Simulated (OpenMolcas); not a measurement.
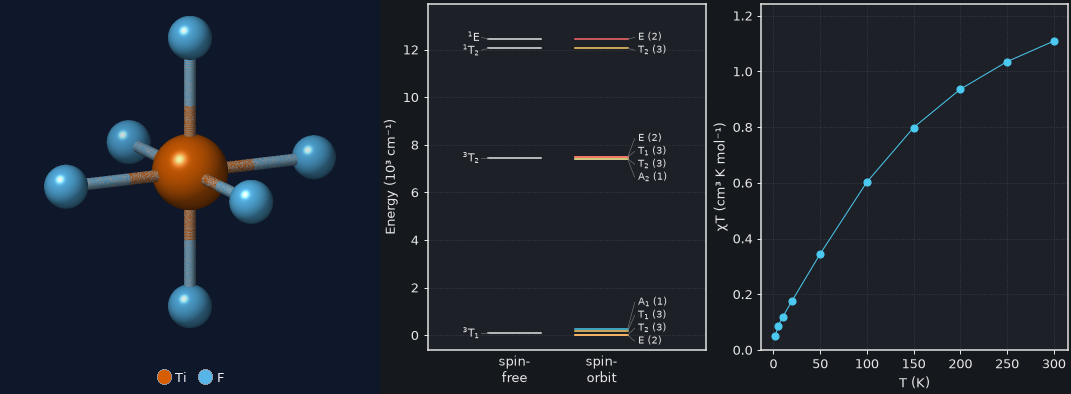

Ti²⁺ (3d²) as a dopant in KCdF₃, a cluster with its 6 nearest F⁻ at 2.306 Å (octahedron) embedded in model potentials and point charges; the geometry was set, not optimised, and its levels and susceptibility. Labels give the representation in O, Td, D4 or D3 as the site allows (double group for half-integer spin) where it could be assigned and, in brackets, the degeneracy; spin-free states, where drawn, share the zero of the spin-orbit levels. Computed with OpenMolcas: state-averaged CASSCF, active space 2 electrons in the shell 3d, basis ANO-RCC-VDZP on all atoms, DKH2 scalar Hamiltonian, spin-orbit coupling by RASSI with atomic mean-field integrals. Powder susceptibility by Van Vleck's formula.

Give the ground level, the first gap and the ligand-field bands.

The ground level is E, doubly degenerate, 100 % from states of spin multiplicity 3. Its principal g values are all close to zero. The next level lies at 4.0 cm⁻¹ (T₂). The lowest spin-free state is ³T₁, from the free-ion F term; of the same spin there follows at 7,360 cm⁻¹ (³T₂) above it. A ligand-field fit to the spin-free states gives |10Dq| = 8,780 cm⁻¹, B = 867 and C = 3,200 cm⁻¹ (rms misfit 200 cm⁻¹). χT is 0.0499 cm³ K mol⁻¹ at 2 K and 1.11 at 300 K, an effective moment of 2.98 μB. The active orbitals hold 94 to 98 % metal character (Löwdin), and the Mulliken charge of the metal is +1.48.

Known limits: the geometry is set by hand, with no relaxation and no charge compensation.
